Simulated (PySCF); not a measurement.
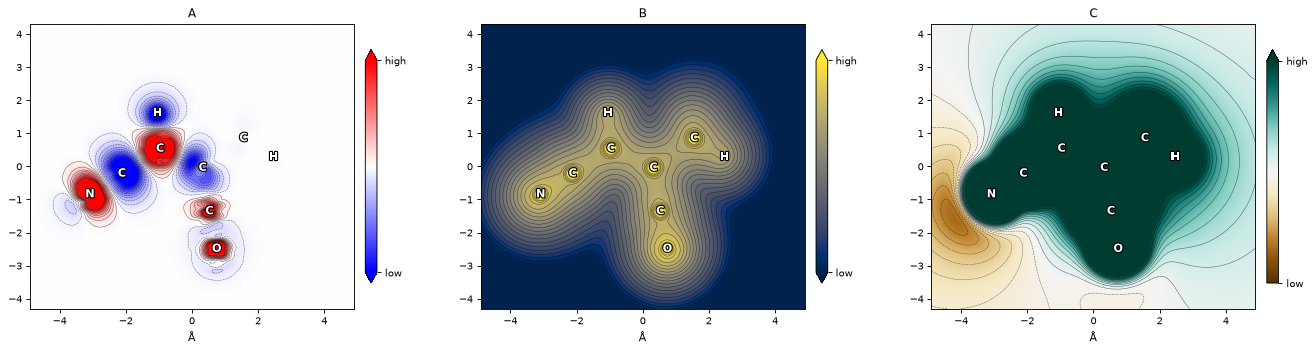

C$_{6}$H$_{3}$N$_{2}$O (doublet): 3 fields on the plane of atoms C2, C3 and C4, with unlabelled colour scales.

Geometry: GFN2-xTB.

All numbers below come from PySCF 2.14.0, density-fitted response routines, UKS B3LYP, pcH-1 on C H N O, non-relativistic, mean-field spin-orbit, GIAO.

Q: Match the panels to the quantities (electron density, electrostatic potential and spin density).

A: Panel A: spin density (confined to the atoms that carry the unpaired spin). Panel B: electron density. Panel C: electrostatic potential (strongly positive close to the atoms, with negative regions outside electron-rich atoms). From the grid: C–N (1.16 Å): the density is about 3.5 e/Å³ at the midpoint. C–O (1.16 Å): the density is about 3.7 e/Å³ at the midpoint.
